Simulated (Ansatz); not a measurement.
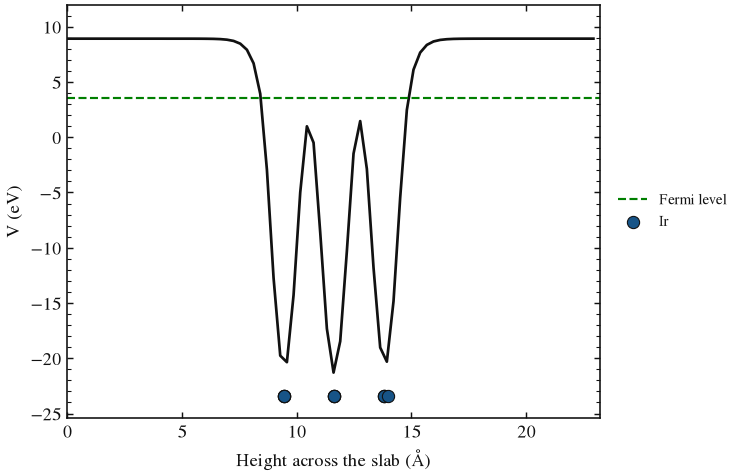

Describe the figure.

Plane-averaged electrostatic potential energy of an electron across the slab; circles at the bottom mark the heights of the atoms. System: a (111) slab cut from Ir (Fm-3m), 12 atoms in the cell, the slab at its places in the relaxed adsorbed structure. Level of theory: DFT PBE+D3(BJ), scalar-relativistic, plane waves, PAW, no spin polarisation, 4×4×1 k mesh, 420 eV cutoff, Gaussian smearing of 0.1 eV; code Ansatz 0.2.0.

The work function is 5.33 eV, the same on both faces. The two vacuum levels agree, so the slab has no net dipole along its normal. The outermost atoms are 4.5 Å apart, which leaves 18.7 Å of vacuum in a cell 23.2 Å high.

The atoms aren't at rest in this cell (largest force 1.6 eV/Å), so the relaxed material can differ. Spin-orbit coupling is left out, which matters for Ir.
